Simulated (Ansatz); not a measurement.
**Run report: WNH₈F, molecular dynamics (part 3 of 3)**

The same run, continued: WNH₈F; RKS B3LYP-D4/def2-SVP (Ansatz 0.2.0). It belongs to a series of runs on one base structure; here: dynamics from the highest image of the converged band.

Geometry of the input (Å):
```
W  0.2259  0.2025  -0.2698
F  0.0934  0.2491  2.0937
H  1.4040  -0.7111  0.4978
H  -0.7162  1.4503  0.3364
H  -1.3791  -0.1295  0.1054
H  -0.1683  -1.3638  0.1976
H  0.4482  0.2899  -2.0183
N  1.5242  1.5555  0.7937
H  2.5271  1.3676  0.7905
H  1.3591  2.5583  0.7015
H  0.9739  1.0860  1.7345
```

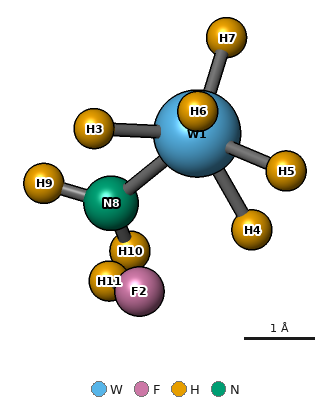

Figure 1. The geometry at step 105 of the log (ball-and-stick view, seen at a tilt; atoms are numbered from 1 in the order of the input).

```
Total energy: -6158.40272635 eV, -226.3171258782 hartree
Atom 0 at     0.247010     0.219798    -0.317209 Å, force    -0.451836    -0.502909    -0.732962 eV/Å
Atom 1 at    -0.088032     0.121868     2.864005 Å, force    -1.099466    -1.536325     0.687094 eV/Å
Atom 2 at     1.349973    -0.725256     0.525166 Å, force     0.032985     0.088353     0.083951 eV/Å
Atom 3 at    -0.716468     1.431389     0.338156 Å, force     0.023309    -0.006176     0.113985 eV/Å
Atom 4 at    -1.361829    -0.241004     0.052904 Å, force    -0.027322     0.091648    -0.065628 eV/Å
Atom 5 at    -0.274353    -1.388029     0.039519 Å, force     0.140857     0.083580     0.052217 eV/Å
Atom 6 at     0.567364     0.349810    -2.035274 Å, force    -0.150928    -0.010339     0.371765 eV/Å
Atom 7 at     1.535460     1.535420     0.357340 Å, force     0.548149     0.491403     0.297872 eV/Å
Atom 8 at     2.511932     1.324461     0.558308 Å, force     0.043961    -0.178328     0.115417 eV/Å
Atom 9 at     1.392108     2.526414     0.567743 Å, force    -0.276668    -0.165405    -0.039641 eV/Å
Atom 10 at     0.385886     0.786159     2.492081 Å, force     1.216960     1.644499    -0.884070 eV/Å
Dipole moment:     0.461668     0.511998    -0.136711 e Å
```

Trajectory as extended XYZ (Å, eV, eV/Å), 20 of the 201 frames kept, from step=0 to step=200
```
11
Properties=species:S:1:pos:R:3:forces:R:3 step=0 time_fs=0.0 energy=-6158.39052 temperature=100.0
W     0.2259    0.2025   -0.2698   -0.0002  -0.0002  -0.0002
F     0.0934    0.2491    2.0937    0.0002   0.0002  -0.0001
H     1.4040   -0.7111    0.4978    0.0000   0.0000   0.0000
H    -0.7162    1.4503    0.3364    0.0001   0.0000   0.0000
H    -1.3791   -0.1295    0.1054    0.0000  -0.0001   0.0000
H    -0.1683   -1.3638    0.1976   -0.0001   0.0000   0.0000
H     0.4482    0.2899   -2.0183    0.0000   0.0000   0.0000
N     1.5242    1.5555    0.7937    0.0001   0.0001   0.0005
H     2.5271    1.3676    0.7905    0.0000   0.0000   0.0000
H     1.3591    2.5583    0.7015    0.0000   0.0000   0.0000
H     0.9739    1.0860    1.7345    0.0000   0.0000  -0.0002
11
Properties=species:S:1:pos:R:3:forces:R:3 step=11 time_fs=5.5 energy=-6158.31885 temperature=38.8
W     0.2260    0.2021   -0.2728   -0.6518  -0.5219   1.1354
F     0.0997    0.2534    2.1112    0.0287  -0.0595  -0.1160
H     1.3982   -0.7061    0.5032    0.0369  -0.0070   0.0008
H    -0.7260    1.4368    0.3322    0.0265   0.0594   0.0262
H    -1.4145   -0.1016    0.0995    0.4350  -0.0320  -0.1081
H    -0.1516   -1.4064    0.2238    0.0604   0.6160  -0.2330
H     0.4269    0.2988   -1.9764    0.1041   0.0187  -0.5876
N     1.5179    1.5641    0.8051   -0.1039  -0.6679  -0.3664
H     2.4906    1.2668    0.8108    0.2304   0.3947  -0.0724
H     1.3913    2.5671    0.6779    0.1358   0.0007   0.1196
H     0.9718    1.0627    1.7274   -0.3021   0.1988   0.2017
11
Properties=species:S:1:pos:R:3:forces:R:3 step=21 time_fs=10.5 energy=-6158.34041 temperature=57.2
W     0.2255    0.2012   -0.2744    0.6473   1.0410  -0.3090
F     0.1056    0.2567    2.1267   -0.0149   0.0781  -0.1229
H     1.4027   -0.7047    0.5093   -0.0523   0.0405  -0.0617
H    -0.7301    1.4396    0.3354    0.0957  -0.0341  -0.0107
H    -1.3703   -0.0886    0.0759   -0.2976  -0.2079   0.1131
H    -0.1305   -1.3349    0.2052   -0.2282  -0.4654   0.1571
H     0.4291    0.3093   -2.0529   -0.0199  -0.0716   0.4891
N     1.5118    1.5615    0.8097    0.1356  -0.4371  -0.1772
H     2.4912    1.2635    0.8157   -0.0788   0.2500   0.0357
H     1.4470    2.5725    0.6811   -0.0975  -0.0653  -0.0053
H     0.9120    1.0859    1.7758   -0.0896  -0.1281  -0.1082
11
Properties=species:S:1:pos:R:3:forces:R:3 step=32 time_fs=16.0 energy=-6158.36256 temperature=76.1
W     0.2258    0.2017   -0.2765    0.4407   0.6056  -0.0797
F     0.1117    0.2616    2.1422   -0.1846   0.1353   0.1154
H     1.3979   -0.6960    0.5027    0.0279  -0.0500   0.0087
H    -0.7133    1.4379    0.3380   -0.0199   0.0434   0.0187
H    -1.3810   -0.1235    0.0747   -0.0709  -0.0519   0.0580
H    -0.1591   -1.3508    0.2154   -0.0544  -0.1026   0.0099
H     0.4294    0.3036   -2.0319    0.0037  -0.0518   0.2619
N     1.5066    1.5513    0.8104   -0.0036   0.1620  -0.4655
H     2.4937    1.3118    0.8311    0.1914  -0.2878   0.1130
H     1.4754    2.5640    0.6831   -0.4311   0.0181  -0.0955
H     0.8219    1.0729    1.8105    0.1008  -0.4204   0.0552
11
Properties=species:S:1:pos:R:3:forces:R:3 step=42 time_fs=21.0 energy=-6158.35905 temperature=73.3
W     0.2266    0.2029   -0.2784   -0.1580  -0.2841   1.2318
F     0.1143    0.2668    2.1582   -0.8932  -0.7226   0.7859
H     1.3979   -0.6978    0.4969    0.0350  -0.0537   0.0234
H    -0.7003    1.4447    0.3432   -0.0627   0.0394  -0.0192
H    -1.4101   -0.1691    0.0880    0.4229   0.1763  -0.0966
H    -0.2008   -1.3966    0.2291    0.2107   0.6077  -0.2662
H     0.4324    0.2866   -1.9620    0.1157   0.0389  -0.7251
N     1.5041    1.5432    0.8025    0.2982  -0.0675  -0.9880
H     2.5030    1.3112    0.8675   -0.3056   0.0136  -0.0737
H     1.4085    2.5522    0.6659   -0.1369  -0.1033   0.0205
H     0.7671    0.9783    1.8527    0.4739   0.3552   0.1072
11
Properties=species:S:1:pos:R:3:forces:R:3 step=53 time_fs=26.5 energy=-6158.42317 temperature=128.2
W     0.2276    0.2041   -0.2791    0.9785   0.8373  -0.1263
F     0.1054    0.2633    2.1863   -0.2750  -0.2590   0.5665
H     1.4036   -0.7116    0.4953   -0.0788   0.0409  -0.0075
H    -0.7005    1.4588    0.3428   -0.0094  -0.0851  -0.0613
H    -1.3582   -0.1780    0.0848   -0.2863   0.0946   0.0808
H    -0.2007   -1.3261    0.1884   -0.0150  -0.4577   0.1262
H     0.4596    0.2754   -2.0260   -0.0428   0.0161   0.2567
N     1.5029    1.5327    0.7756   -0.7110  -0.4436  -0.5987
H     2.4824    1.3071    0.8893    0.3722   0.1755  -0.1931
H     1.3037    2.5222    0.6525    0.2908   0.1255   0.1092
H     0.8188    0.9492    1.9176   -0.2232  -0.0446  -0.1527
11
Properties=species:S:1:pos:R:3:forces:R:3 step=63 time_fs=31.5 energy=-6158.45813 temperature=158.4
W     0.2295    0.2061   -0.2797    0.7722   0.4490  -0.6677
F     0.0926    0.2557    2.2199    0.3164   0.2468   0.2595
H     1.3935   -0.7165    0.4947   -0.0258   0.0365   0.0690
H    -0.7049    1.4553    0.3302   -0.0194  -0.0237   0.0332
H    -1.3597   -0.1605    0.0963   -0.2452   0.0336   0.0626
H    -0.1974   -1.3404    0.1703   -0.0323  -0.3200   0.1137
H     0.4776    0.2706   -2.0474   -0.1003   0.0254   0.5553
N     1.4939    1.5164    0.7402    0.0912  -0.0280  -0.1884
H     2.4995    1.3480    0.8592   -0.2938   0.0934  -0.2404
H     1.2704    2.5105    0.6662    0.2320  -0.0536   0.0964
H     0.8326    0.9302    1.9415   -0.6949  -0.4595  -0.0933
11
Properties=species:S:1:pos:R:3:forces:R:3 step=74 time_fs=37.0 energy=-6158.47319 temperature=171.5
W     0.2327    0.2089   -0.2810   -0.5720  -0.8375   0.5736
F     0.0789    0.2472    2.2625   -1.0874  -0.9622   0.8531
H     1.3770   -0.7129    0.5117    0.0543   0.0044   0.0641
H    -0.7142    1.4459    0.3249    0.0101   0.0431   0.0762
H    -1.4078   -0.1309    0.1191    0.4194   0.0082  -0.1560
H    -0.1977   -1.4173    0.1724    0.1032   0.6233  -0.1835
H     0.4770    0.2746   -1.9607    0.0899   0.0997  -0.6201
N     1.4830    1.4985    0.6954    0.1604   0.5529  -0.4757
H     2.4912    1.3990    0.7720    0.1546  -0.4368   0.0207
H     1.2823    2.4966    0.7047   -0.2267   0.0844  -0.0055
H     0.7372    0.8506    1.9360    0.8943   0.8204  -0.1470
11
Properties=species:S:1:pos:R:3:forces:R:3 step=84 time_fs=42.0 energy=-6158.52209 temperature=213.3
W     0.2350    0.2105   -0.2818   -0.2831  -0.2050  -0.3445
F     0.0584    0.2326    2.3091    0.7723   0.7663  -0.2852
H     1.3719   -0.7073    0.5404   -0.0077   0.0185  -0.0869
H    -0.7196    1.4447    0.3368    0.0721  -0.0365   0.0150
H    -1.3738   -0.1048    0.1095   -0.0682  -0.1713  -0.0240
H    -0.1798   -1.3693    0.1413   -0.1255  -0.1228   0.0791
H     0.4912    0.2997   -1.9890    0.0176   0.0428  -0.1473
N     1.4770    1.4920    0.6482    0.4929   0.7535   0.2696
H     2.4907    1.3576    0.6924   -0.1853  -0.1492   0.1275
H     1.2572    2.4870    0.7379    0.0196  -0.1223  -0.1322
H     0.7553    0.8755    1.9307   -0.7048  -0.7741   0.5291
11
Properties=species:S:1:pos:R:3:forces:R:3 step=95 time_fs=47.5 energy=-6158.49743 temperature=192.5
W     0.2372    0.2120   -0.2833    0.0502   0.2565  -1.4015
F     0.0411    0.2220    2.3598   -1.2459  -1.0915   0.8232
H     1.3677   -0.6982    0.5508    0.0434  -0.0471  -0.1073
H    -0.7088    1.4368    0.3555    0.0079   0.0068   0.0073
H    -1.3579   -0.1220    0.0929   -0.3248  -0.1935   0.0450
H    -0.1940   -1.3519    0.1283   -0.1702  -0.4248   0.1702
H     0.5099    0.3381   -2.0465   -0.0955  -0.0371   0.6701
N     1.4779    1.4971    0.5990    0.1313  -0.1025  -0.0255
H     2.4699    1.2742    0.6435    0.0506   0.3021   0.2814
H     1.2343    2.4696    0.7456    0.2783   0.2380  -0.0348
H     0.6861    0.7928    2.0264    1.2747   1.0931  -0.4281
11
Properties=species:S:1:pos:R:3:forces:R:3 step=105 time_fs=52.5 energy=-6158.52521 temperature=216.2
W     0.2391    0.2134   -0.2862   -1.2308  -1.0801   0.2460
F     0.0197    0.2075    2.4112    1.1883   0.9511  -0.3507
H     1.3732   -0.7007    0.5342    0.0599  -0.0796  -0.0540
H    -0.6970    1.4296    0.3737   -0.0805   0.0164  -0.0075
H    -1.4035   -0.1798    0.0835    0.3829   0.0874  -0.1464
H    -0.2414   -1.4159    0.1504    0.1847   0.5664  -0.1734
H     0.5083    0.3664   -1.9709    0.0474   0.0132  -0.3139
N     1.4815    1.5030    0.5557    0.3152   0.2983   0.3101
H     2.4643    1.2613    0.6629    0.0967   0.2399   0.1880
H     1.2776    2.4869    0.7369    0.1722  -0.1004  -0.0837
H     0.7399    0.8108    2.0952   -1.1360  -0.9125   0.3855
11
Properties=species:S:1:pos:R:3:forces:R:3 step=116 time_fs=58.0 energy=-6158.55475 temperature=241.1
W     0.2395    0.2137   -0.2893   -0.4509  -0.2991   0.1718
F     0.0026    0.1964    2.4672   -0.9031  -0.8004   0.4766
H     1.3924   -0.7210    0.5016   -0.0433   0.0364   0.0087
H    -0.7027    1.4239    0.3917   -0.0371  -0.0603  -0.0233
H    -1.3771   -0.2253    0.0402   -0.0402   0.1079  -0.0361
H    -0.2532   -1.3685    0.1380    0.0979  -0.0132  -0.0430
H     0.5176    0.4008   -1.9616    0.0293  -0.0113  -0.3945
N     1.4933    1.5138    0.5128    0.9828   0.3271   0.3683
H     2.4718    1.3020    0.7334   -0.1982  -0.1614  -0.0581
H     1.3548    2.5031    0.7101   -0.3721   0.0431  -0.0483
H     0.6894    0.7480    2.2058    0.9349   0.8313  -0.4222
11
Properties=species:S:1:pos:R:3:forces:R:3 step=126 time_fs=63.0 energy=-6158.52488 temperature=215.5
W     0.2393    0.2136   -0.2919    0.5509   0.7408  -1.1733
F    -0.0156    0.1831    2.5211    0.7825   0.5410  -0.2535
H     1.4015   -0.7329    0.4746   -0.0688   0.0797   0.1092
H    -0.7179    1.4059    0.4031    0.0055  -0.0490   0.0106
H    -1.3582   -0.2409   -0.0089   -0.4191   0.0449   0.0896
H    -0.2403   -1.3272    0.1164   -0.0700  -0.6722   0.1500
H     0.5305    0.4269   -2.0342   -0.1714  -0.1625   0.6364
N     1.5183    1.5298    0.4806    0.1642   0.2030   0.4047
H     2.4599    1.3068    0.7910    0.1755  -0.1501  -0.0610
H     1.3499    2.5187    0.6718   -0.2220  -0.0862  -0.0349
H     0.7040    0.7602    2.2586   -0.7273  -0.4894   0.1222
11
Properties=species:S:1:pos:R:3:forces:R:3 step=137 time_fs=68.5 energy=-6158.52218 temperature=213.0
W     0.2397    0.2142   -0.2962   -0.1977  -0.4251   0.1925
F    -0.0321    0.1701    2.5795    0.7555   0.5647  -0.3330
H     1.3956   -0.7263    0.4742    0.0011   0.0330   0.1361
H    -0.7336    1.3760    0.4186    0.0258   0.0616   0.0172
H    -1.4185   -0.2404   -0.0452    0.3119   0.1328  -0.0149
H    -0.2329   -1.4098    0.1171    0.1388   0.4564  -0.1813
H     0.5059    0.4176   -1.9812   -0.0207  -0.0414  -0.1151
N     1.5499    1.5492    0.4525   -0.5156  -0.5770   0.1424
H     2.4637    1.2887    0.8318   -0.1147   0.3321  -0.1502
H     1.2937    2.5216    0.6269    0.2805  -0.0512   0.1356
H     0.6674    0.7578    2.3010   -0.6649  -0.4857   0.1708
11
Properties=species:S:1:pos:R:3:forces:R:3 step=147 time_fs=73.5 energy=-6158.48684 temperature=182.8
W     0.2398    0.2144   -0.2999    0.0645  -0.1437   0.9131
F    -0.0438    0.1602    2.6308   -0.9283  -0.8883   0.3501
H     1.3881   -0.7108    0.5051   -0.0168   0.0110   0.0103
H    -0.7408    1.3617    0.4355    0.0702   0.0728  -0.0561
H    -1.4197   -0.2122   -0.0777    0.2074   0.0002   0.0293
H    -0.2005   -1.4083    0.0838    0.0127   0.2885  -0.1100
H     0.4771    0.3974   -1.9537    0.1141   0.0539  -0.6770
N     1.5689    1.5578    0.4289   -0.9338  -0.5744  -0.0758
H     2.4673    1.3325    0.8431    0.1958   0.0822  -0.0154
H     1.2957    2.5196    0.6164    0.1773   0.1217   0.1149
H     0.5961    0.7379    2.3378    1.0371   0.9762  -0.4833
11
Properties=species:S:1:pos:R:3:forces:R:3 step=158 time_fs=79.0 energy=-6158.41787 temperature=124.2
W     0.2403    0.2146   -0.3031    1.0260   1.1002  -0.7134
F    -0.0586    0.1467    2.6872    1.3084   1.2813  -0.8526
H     1.3748   -0.6920    0.5414   -0.0286  -0.0484  -0.0906
H    -0.7313    1.3648    0.4391    0.0324   0.0497  -0.0835
H    -1.3827   -0.1858   -0.1015   -0.3829  -0.2157   0.1665
H    -0.1693   -1.3592    0.0262   -0.2777  -0.6557   0.1919
H     0.4683    0.3830   -2.0493   -0.0202  -0.0637   0.6247
N     1.5747    1.5577    0.4042   -0.1954   0.2371   0.5679
H     2.4925    1.4010    0.8325   -0.1329  -0.3198  -0.2457
H     1.3413    2.5325    0.6268   -0.1566  -0.1870  -0.1723
H     0.5840    0.7901    2.3356   -1.1726  -1.1780   0.6071
11
Properties=species:S:1:pos:R:3:forces:R:3 step=168 time_fs=84.0 energy=-6158.46256 temperature=161.9
W     0.2419    0.2159   -0.3067    0.1421  -0.0557  -0.0541
F    -0.0662    0.1400    2.7334   -0.8723  -0.9788   0.3938
H     1.3579   -0.6866    0.5549    0.0527  -0.1020  -0.0710
H    -0.7152    1.3814    0.4232   -0.0532   0.0583  -0.0469
H    -1.4145   -0.2058   -0.0875    0.1697  -0.0304   0.0758
H    -0.1958   -1.4259    0.0081   -0.0162   0.3181   0.0031
H     0.4612    0.3592   -2.0240    0.0724   0.0139   0.2418
N     1.5743    1.5587    0.3893   -0.3529  -0.1763   0.1580
H     2.5025    1.3926    0.7748    0.0657  -0.3046  -0.0900
H     1.3475    2.5262    0.6073   -0.2129   0.1641  -0.0414
H     0.4934    0.7588    2.3751    1.0051   1.0933  -0.5691
11
Properties=species:S:1:pos:R:3:forces:R:3 step=179 time_fs=89.5 energy=-6158.45723 temperature=157.0
W     0.2438    0.2174   -0.3105   -0.4193  -0.4502   0.9015
F    -0.0761    0.1308    2.7827    0.2117   0.2553  -0.3319
H     1.3512   -0.7052    0.5497    0.0317  -0.0153  -0.0424
H    -0.7097    1.4124    0.3918   -0.0368  -0.0401  -0.0227
H    -1.4111   -0.2363   -0.0510    0.2902   0.1041   0.0134
H    -0.2324   -1.4312   -0.0062    0.0956   0.4175   0.0072
H     0.4766    0.3388   -1.9629    0.1918   0.1125  -0.7728
N     1.5673    1.5576    0.3772   -0.5245  -0.3079   0.0127
H     2.5113    1.3192    0.6824   -0.0569   0.2360   0.0421
H     1.3169    2.5312    0.5708    0.2862  -0.1809   0.0703
H     0.4642    0.7902    2.3925   -0.0697  -0.1310   0.1225
11
Properties=species:S:1:pos:R:3:forces:R:3 step=189 time_fs=94.5 energy=-6158.43438 temperature=137.7
W     0.2452    0.2183   -0.3131    0.3511   0.5410  -0.9839
F    -0.0834    0.1243    2.8240    0.7048   0.9387  -0.7393
H     1.3526   -0.7263    0.5350   -0.0269   0.0974   0.0198
H    -0.7138    1.4321    0.3587    0.0094  -0.0958   0.0566
H    -1.3513   -0.2430   -0.0109   -0.3706   0.0176   0.0951
H    -0.2481   -1.3544   -0.0124   -0.0747  -0.6012   0.2573
H     0.5287    0.3430   -2.0410   -0.0824  -0.0013   0.4404
N     1.5527    1.5500    0.3668   -0.0911  -0.5116   0.0788
H     2.5096    1.2962    0.6056    0.0302   0.2373   0.1431
H     1.3397    2.5228    0.5564    0.1125   0.1957   0.1360
H     0.4390    0.8156    2.4206   -0.5623  -0.8177   0.4962
11
Properties=species:S:1:pos:R:3:forces:R:3 step=200 time_fs=100.0 energy=-6158.40242 temperature=110.8
W     0.2470    0.2198   -0.3172   -0.4518  -0.5029  -0.7330
F    -0.0880    0.1219    2.8640   -1.0995  -1.5363   0.6871
H     1.3500   -0.7253    0.5252    0.0330   0.0884   0.0840
H    -0.7165    1.4314    0.3382    0.0233  -0.0062   0.1140
H    -1.3618   -0.2410    0.0529   -0.0273   0.0916  -0.0656
H    -0.2744   -1.3880    0.0395    0.1409   0.0836   0.0522
H     0.5674    0.3498   -2.0353   -0.1509  -0.0103   0.3718
N     1.5355    1.5354    0.3573    0.5481   0.4914   0.2979
H     2.5119    1.3245    0.5583    0.0440  -0.1783   0.1154
H     1.3921    2.5264    0.5677   -0.2767  -0.1654  -0.0396
H     0.3859    0.7862    2.4921    1.2170   1.6445  -0.8841
```

Summary

- outcome: finished
- mean temperature over the second half: 179 K
- trajectory: 200 steps, 100 fs
- ensemble: nve
- temperature in the input: 100.0 K
- time step: 0.5 fs
- potential energy (last step): −6158.4027 eV
- mean-field energy (last step): −6158.0834 eV
- largest force (length of the vector) (last step): 2.229 eV/Å
- hardware: 2 threads of Intel Xeon (Granite Rapids), 32 GiB of memory available, shared host
- wall time: 5.7 min (CPU time 11 min)
- peak memory: 0.23 GiB

Notes

So short a trajectory is not equilibrated.
